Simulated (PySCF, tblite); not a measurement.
# Si₃H₈O₃: dynamics, then NMR shifts on frames

Aim: move Si₃H₈O₃ (`O[SiH2]O[SiH2]O[SiH3]`) away from its starting geometry and see how NMR shifts follow the geometry.

Computed with tblite 0.8.0 and PySCF 2.14.0, with density-fitted response routines of our own, on a single molecule in the gas phase. Atoms are numbered from 0 throughout.

### Step 1. The starting structure

14 atoms, charge 0, multiplicity 1; geometry from: GFN2-xTB.

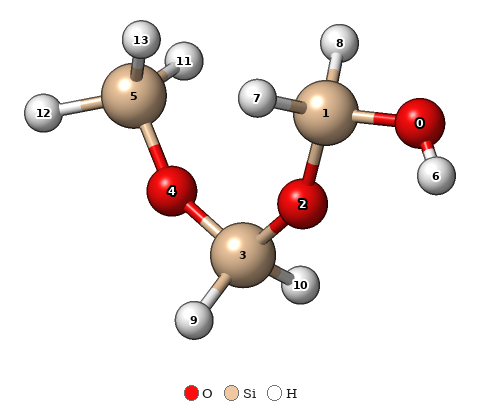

The starting geometry (oxygen red, silicon light orange, hydrogen white), atoms numbered.

### Step 2. Thermal motion with GFN2-xTB

What the job is given:

```
{"job": {"kind": "md", "xc": "GFN2-xTB", "basis": "xTB", "temperature": 400, "steps": 2000, "every": 50, "frames": 5}, "charge": 0, "multiplicity": 1}
O     -3.304611     0.851422    -0.145550
Si    -1.702130     1.036865    -0.284599
O     -1.018426    -0.437511    -0.286437
Si     0.319622    -1.328487    -0.142014
O      1.613893    -0.393284     0.107804
Si     2.317023     1.007536     0.513477
H     -3.769654     0.155169    -0.602269
H     -1.346775     1.659934    -1.557849
H     -1.342827     1.786775     0.906764
H      0.535968    -1.988341    -1.420744
H      0.141313    -2.168801     1.032585
H      2.282796     1.117812     1.971753
H      3.677074     0.865118    -0.000761
H      1.596057     2.115346    -0.114327
```

Method: GFN2-xTB Langevin dynamics, gas phase.

Command:

```bash
> OMP_NUM_THREADS=1 python probes_run.py task.json out
```

One launch serves the whole session: the jobs run in the order shown.

The log of the run:

```text
t/fs     T/K      E/eV
    0.0   309.9   -591.89382
   25.0   290.6   -591.45565
   50.0   314.9   -591.38944
   75.0   404.4   -591.36714
  100.0   460.5   -591.46420
  125.0   393.1   -591.28585
  150.0   367.2   -591.27989
  175.0   313.1   -591.31341
  200.0   484.5   -591.26194
  225.0   400.3   -591.33448
  250.0   389.0   -591.27410
  275.0   328.7   -591.22426
  300.0   341.9   -591.33772
  325.0   364.0   -591.29129
  350.0   341.5   -591.18167
  375.0   435.3   -591.32122
  400.0   427.5   -591.34102
  425.0   406.8   -591.40891
  450.0   404.5   -591.38814
  475.0   388.4   -591.35372
  500.0   371.4   -591.10970
  525.0   426.0   -591.31411
  550.0   372.0   -591.33373
  575.0   280.0   -591.09657
  600.0   303.1   -591.23866
  625.0   409.7   -591.39641
  650.0   471.7   -591.41208
  675.0   351.4   -591.25788
  700.0   332.2   -591.20669
  725.0   350.2   -591.12549
  750.0   413.8   -591.15332
  775.0   446.6   -591.11869
  800.0   448.3   -591.32368
  825.0   456.0   -591.33229
  850.0   431.1   -591.26171
  875.0   347.3   -591.24201
  900.0   315.7   -591.24363
  925.0   272.9   -591.28152
  950.0   363.6   -591.35685
  975.0   350.6   -591.51283
 1000.0   355.0   -591.39461
```

Wall time 11 s (1 thread of Arm Neoverse V2, shared host); peak memory 0.18 GiB.

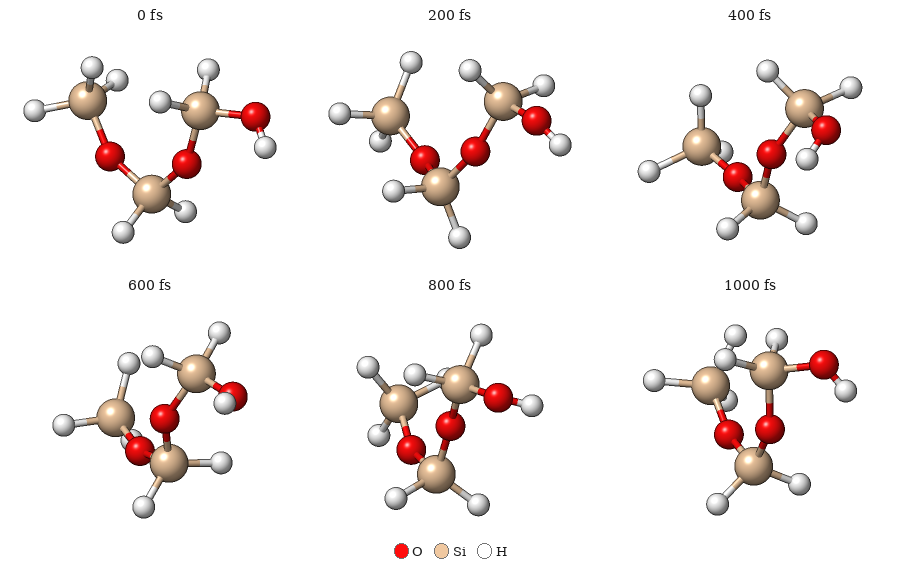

Frames of the run.

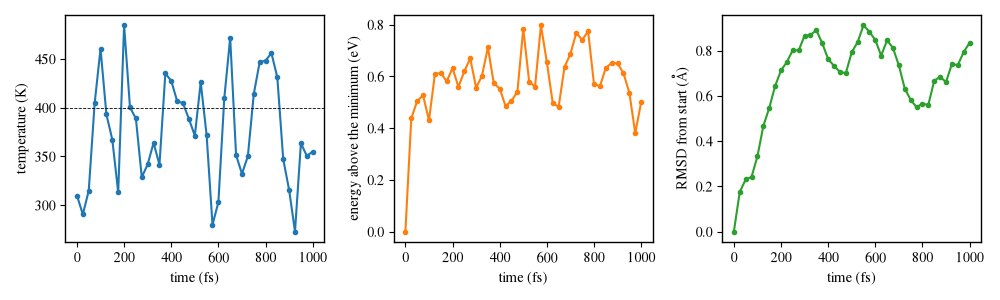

Temperature, potential energy and distance from the start.

Positions (Å) and forces (eV/Å) at 1000 fs:

```xyz
14

O    -2.714    1.118   -0.241    1.483    2.034   -1.020
Si   -1.100    0.988   -0.436    0.270   -0.285    0.495
O    -0.778   -0.653   -0.334   -1.001    2.004   -1.010
Si    0.195   -1.814    0.085    1.453   -0.191    1.011
O     1.431   -1.242    0.993    0.251    0.702    0.018
Si    2.341   -0.175    1.841    0.242   -0.545    0.024
H    -3.129    0.338   -0.031   -1.513   -2.217    0.611
H    -0.640    1.677   -1.707   -0.303   -0.677    0.842
H    -0.603    1.436    0.880    0.203    0.228   -0.464
H     0.771   -2.531   -1.004    0.222   -0.127   -0.611
H    -0.508   -2.591    1.037   -0.649   -0.647    0.549
H     1.733    1.018    2.448   -0.245   -0.020   -0.424
H     2.722   -0.949    3.031    0.085   -0.125   -0.146
H     3.528    0.199    1.022   -0.498   -0.133    0.125
```

### Step 3. NMR shieldings: 250 fs, PBE0/pcSseg-1

What the job is given:

```
{"job": {"kind": "nmr", "xc": "PBE0", "basis": "pcSseg-1", "pop": false}, "charge": 0, "multiplicity": 1}
O     -3.336300     0.744500    -0.975100
Si    -2.037800     0.904200    -0.128300
O     -0.989200    -0.255300    -0.445800
Si     0.110700    -1.398100    -0.396000
O      1.380300    -1.170500     0.589100
Si     2.583900    -0.284500     1.093600
H     -3.952600     0.071100    -1.358600
H     -1.681200     2.293400    -0.587200
H     -2.397200     0.968500     1.285900
H      0.417200    -1.307900    -1.843400
H     -0.344300    -2.699500     0.122300
H      3.398500    -1.210600     1.937300
H      3.244100     0.049500    -0.229700
H      1.960600     0.759300     1.991000
```

With the program's defaults for keys left out, this is: GIAO PBE0/pcSseg-1 NMR shielding, non-relativistic, gas phase.

The log of the run:

```text
coarse grid: 13096 points
cycle   1  E = -1098.1440599763  dE =  8.236e-01  |g| = 1.217e+00  |ddm| = 3.478e+00
cycle   2  E = -1097.8008604341  dE =  3.432e-01  |g| = 1.820e+00  |ddm| = 2.123e+00
cycle   3  E = -1098.3914774241  dE = -5.906e-01  |g| = 9.702e-02  |ddm| = 1.476e+00
cycle   4  E = -1098.3927304695  dE = -1.253e-03  |g| = 5.979e-02  |ddm| = 1.151e-01
cycle   5  E = -1098.3933128589  dE = -5.824e-04  |g| = 1.332e-02  |ddm| = 4.554e-02
cycle   6  E = -1098.3933429975  dE = -3.014e-05  |g| = 1.812e-03  |ddm| = 1.041e-02
cycle   7  E = -1098.3933433683  dE = -3.708e-07  |g| = 1.210e-03  |ddm| = 2.074e-03
final grid: 112384 points
cycle   8  E = -1098.4580676341  dE = -7.495e-06  |g| = 1.091e-02  |ddm| = 1.405e-02
cycle   9  E = -1098.4580440111  dE =  2.362e-05  |g| = 1.605e-02  |ddm| = 1.601e-02
cycle  10  E = -1098.4580865713  dE = -4.256e-05  |g| = 4.552e-04  |ddm| = 9.975e-03
cycle  11  E = -1098.4580865982  dE = -2.686e-08  |g| = 2.314e-04  |ddm| = 4.368e-04
cycle  12  E = -1098.4580866070  dE = -8.857e-09  |g| = 3.070e-05  |ddm| = 1.485e-04
cycle  13  E = -1098.4580866072  dE = -1.407e-10  |g| = 7.721e-06  |ddm| = 3.053e-05
converged SCF energy = -1098.4580866072

GIAO shielding tensors (ppm)
atom      isotropic    diamagn.    paramagn.     s11        s22        s33       span
  0 O      283.259     384.328    -101.070    238.846    276.950    333.980     95.134
  1 Si     410.262     878.348    -468.086    388.375    410.646    431.765     43.390
  2 O      236.929     396.864    -159.936    151.361    241.805    317.620    166.259
  3 Si     404.405     880.761    -476.356    389.584    404.627    419.004     29.420
  4 O      273.592     400.927    -127.335    216.580    252.813    351.383    134.803
  5 Si     390.507     879.902    -489.395    351.778    368.683    451.060     99.283
  6 H       27.438      28.464      -1.026     20.194     22.743     39.377     19.183
  7 H       26.139      29.333      -3.194     22.414     24.735     31.267      8.853
  8 H       26.540      29.784      -3.244     22.891     24.979     31.751      8.860
  9 H       26.227      30.150      -3.923     21.991     25.111     31.580      9.589
 10 H       26.535      29.275      -2.740     22.461     25.118     32.026      9.565
 11 H       26.025      27.800      -1.775     22.851     24.540     30.684      7.833
 12 H       25.447      28.682      -3.235     22.064     23.973     30.303      8.239
 13 H       25.645      29.876      -4.231     22.089     24.834     30.013      7.924
```

Wall time 14 s (1 thread of Arm Neoverse V2, shared host); peak memory 0.72 GiB.

Shifts follow as δ = σ(reference) − σ, with reference shieldings (ppm) from runs at the same level and on the same kind of geometry: 1H TMS 31.72, 29Si TMS 349.2, 17O H2O 336.1. The references are single molecules in the gas phase, so shifts against H2O, NH3, PH3, H3PO4 or CFCl3 are not on the usual liquid scales and can be off by tens of ppm. Each atom is listed at this fixed geometry, with no averaging over motion; a spectrum would average atoms that exchange fast.

```csv
atoms,environment,σ (ppm),δ (ppm)
H12,hydrogen on a silicon bonded to O,25.45,6.27
H13,hydrogen on a silicon bonded to O,25.65,6.07
H11,hydrogen on a silicon bonded to O,26.02,5.69
H7,hydrogen on a silicon bonded to 2 O,26.14,5.58
H9,hydrogen on a silicon bonded to 2 O,26.23,5.49
H10,hydrogen on a silicon bonded to 2 O,26.53,5.18
H8,hydrogen on a silicon bonded to 2 O,26.54,5.18
H6,hydrogen on an oxygen bonded to Si,27.44,4.28
O2,oxygen bonded to 2 Si,236.9,99.2
O4,oxygen bonded to 2 Si,273.6,62.5
O0,"oxygen bonded to Si, H",283.3,52.8
Si5,"silicon bonded to O, 3 H",390.5,-41.3
Si3,"silicon bonded to 2 O, 2 H",404.4,-55.2
Si1,"silicon bonded to 2 O, 2 H",410.3,-61.1
```

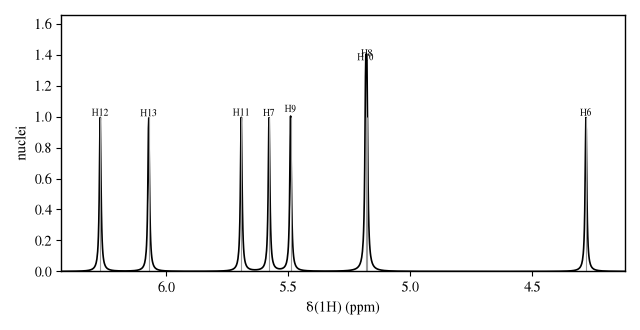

1H lines at the computed shifts, without couplings. Lines are broadened to a width of 0.01 ppm (Lorentzian).

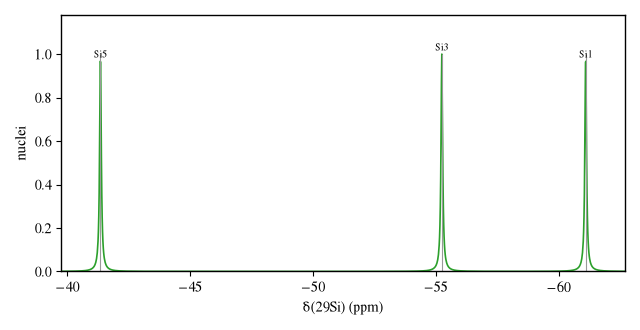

29Si lines at the computed shifts, without couplings. Lines are broadened to a width of 0.08 ppm (Lorentzian).

### Step 4. Shielding tensors: 425 fs, PBE0/pcSseg-1

What the job is given:

```
{"job": {"kind": "nmr", "xc": "PBE0", "basis": "pcSseg-1", "pop": false}, "charge": 0, "multiplicity": 1}
O     -3.069500     0.642500    -1.277600
Si    -1.792400     0.909900    -0.270300
O     -0.847200    -0.372800    -0.520800
Si     0.070500    -1.679200    -0.260600
O      1.271200    -1.411300     0.742700
Si     2.639600    -0.804500     1.379000
H     -3.097400     0.227100    -2.126700
H     -0.976400     2.138700    -0.613200
H     -2.441700     1.004300     1.039400
H      0.798500    -2.268600    -1.520700
H     -0.832400    -2.676100     0.366900
H      2.688100    -1.336800     2.826800
H      3.814400    -1.228200     0.625800
H      2.532000     0.628300     1.719700
```

Level: GIAO PBE0/pcSseg-1 NMR shielding, non-relativistic, gas phase.

The log of the run:

```text
coarse grid: 13096 points
cycle   1  E = -1098.1693170053  dE =  6.445e-01  |g| = 1.201e+00  |ddm| = 3.447e+00
cycle   2  E = -1097.8104549001  dE =  3.589e-01  |g| = 1.828e+00  |ddm| = 2.114e+00
cycle   3  E = -1098.4116552832  dE = -6.012e-01  |g| = 8.942e-02  |ddm| = 1.477e+00
cycle   4  E = -1098.4129212306  dE = -1.266e-03  |g| = 4.932e-02  |ddm| = 1.138e-01
cycle   5  E = -1098.4133154343  dE = -3.942e-04  |g| = 1.490e-02  |ddm| = 4.111e-02
cycle   6  E = -1098.4133530261  dE = -3.759e-05  |g| = 1.419e-03  |ddm| = 1.088e-02
cycle   7  E = -1098.4133533163  dE = -2.902e-07  |g| = 8.530e-04  |ddm| = 1.855e-03
final grid: 112384 points
cycle   8  E = -1098.4776084043  dE = -8.982e-06  |g| = 1.002e-02  |ddm| = 1.285e-02
cycle   9  E = -1098.4775874537  dE =  2.095e-05  |g| = 1.489e-02  |ddm| = 1.486e-02
cycle  10  E = -1098.4776243815  dE = -3.693e-05  |g| = 4.488e-04  |ddm| = 9.283e-03
cycle  11  E = -1098.4776244087  dE = -2.720e-08  |g| = 2.321e-04  |ddm| = 4.585e-04
cycle  12  E = -1098.4776244177  dE = -8.995e-09  |g| = 3.181e-05  |ddm| = 1.545e-04
cycle  13  E = -1098.4776244178  dE = -1.526e-10  |g| = 6.844e-06  |ddm| = 3.127e-05
converged SCF energy = -1098.4776244178

GIAO shielding tensors (ppm)
atom      isotropic    diamagn.    paramagn.     s11        s22        s33       span
  0 O      288.320     385.347     -97.028    234.093    290.844    340.023    105.930
  1 Si     393.879     878.489    -484.609    363.411    404.462    413.765     50.354
  2 O      240.429     399.472    -159.043    161.204    237.499    322.586    161.381
  3 Si     409.396     880.020    -470.624    400.667    405.107    422.413     21.747
  4 O      288.347     398.265    -109.918    224.838    277.849    362.354    137.516
  5 Si     400.443     878.737    -478.294    356.502    359.398    485.430    128.929
  6 H       29.586      31.819      -2.233     21.994     24.807     41.957     19.963
  7 H       25.918      29.944      -4.026     22.397     24.388     30.968      8.571
  8 H       26.501      29.471      -2.970     23.038     24.707     31.757      8.720
  9 H       25.453      28.013      -2.560     22.005     23.983     30.372      8.366
 10 H       26.388      28.911      -2.523     22.610     24.912     31.643      9.033
 11 H       25.716      27.036      -1.319     22.711     24.196     30.241      7.530
 12 H       26.480      28.053      -1.573     23.220     24.527     31.693      8.472
 13 H       26.150      30.319      -4.169     22.796     25.162     30.492      7.696
```

Wall time 14 s (1 thread of Arm Neoverse V2, shared host); peak memory 0.78 GiB.

Key values: δ O2 95.6, O0 47.8, O4 47.7, Si1 -44.7, H9 6.26, H11 6.00 ppm.

[end of part 1 of 2]
